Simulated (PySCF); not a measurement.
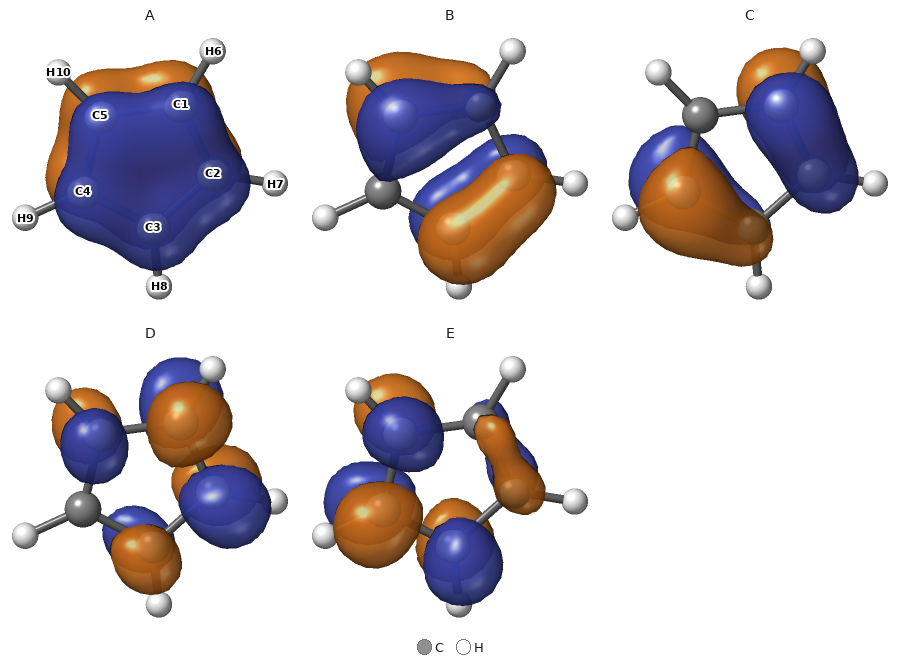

Figure. C5H5, charge −1, SMILES `[cH-]1cccc1`. Natural orbitals of the π active space, CASSCF(6,5), singlet state, in order of falling occupation.

Level of theory: def2-SVP basis (PySCF), at a geometry from GFN2-xTB. No frequency check shows the geometry to be a minimum. The basis has no diffuse functions, which an anion needs.

### What are the natural occupation numbers?

A 1.98, B 1.96, C 1.96, D 0.06, E 0.06.

### How multiconfigurational is the state?

The leading determinant weighs 0.94; the effective number of unpaired electrons, Σ n²(2−n)², is 0.04; the most occupied of the weakly occupied orbitals holds 0.06 e, as in an ordinary closed-shell π system. The active space lowers the energy by 1.20 eV against Hartree–Fock.

### Where does the lowest triplet lie relative to the singlet, at this geometry and within this active space?

5.95 eV above it by strongly contracted NEVPT2 (+5.66 eV by CASSCF); a small basis tends to put such gaps a few tenths of an eV too high. This is a vertical energy for π states alone; a state that uses lone pairs or σ orbitals may lie lower.

Cost of the run: 29 s on 1 thread of Arm Neoverse V2, on a shared host, peak memory 0.23 GiB.
